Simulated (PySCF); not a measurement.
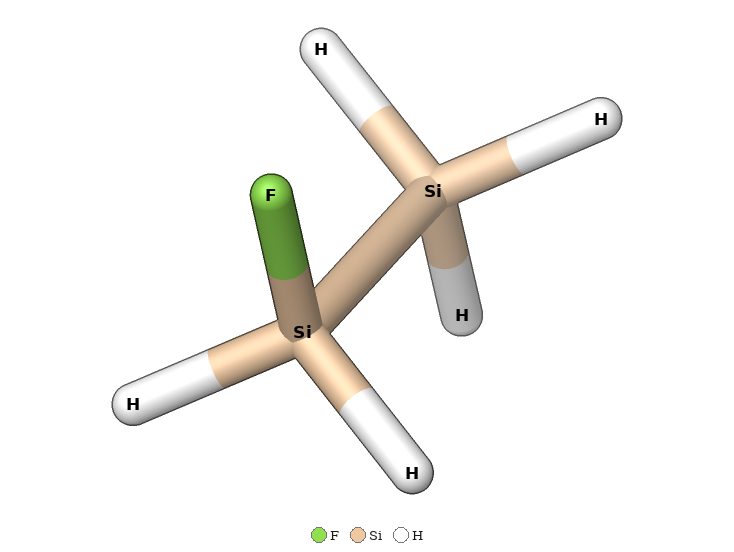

The geometry was computed by an optimisation with PBE0-D3(BJ)/def2-SVP. No frequency run is at hand to confirm it as a minimum. Program: PySCF 2.14.0.

Tabulate HOMO–LUMO gap (eV), dipole (D), HOMO energy (eV) at these levels: B97-2/pcSseg-2; BHandHLYP/pcSseg-2; CAM-B3LYP/pcSseg-2; LC-wPBE/pcSseg-2; PBE0/6-311+G(2d,p); PBE0/6-31G; PBE0/6-31G*; PBE0/STO-3G; PBE0/def2-SVP; PBE0/def2-TZVP; WP04/pcSseg-2; ωB97X-D/pcSseg-2.

```csv
level,HOMO–LUMO gap (eV),dipole (D),HOMO energy (eV)
B97-2/pcSseg-2,7.54,1.48,−8.24
BHandHLYP/pcSseg-2,9.74,1.59,−9.57
CAM-B3LYP/pcSseg-2,10.07,1.54,−9.77
LC-wPBE/pcSseg-2,12.50,1.53,−11.08
"PBE0/6-311+G(2d,p)",7.68,1.50,−8.47
PBE0/6-31G,8.30,2.09,−8.53
PBE0/6-31G*,8.00,1.36,−8.31
PBE0/STO-3G,10.87,0.66,−4.66
PBE0/def2-SVP,8.05,1.39,−8.42
PBE0/def2-TZVP,7.73,1.37,−8.42
WP04/pcSseg-2,7.32,1.60,−9.62
ωB97X-D/pcSseg-2,11.37,1.51,−10.29
```
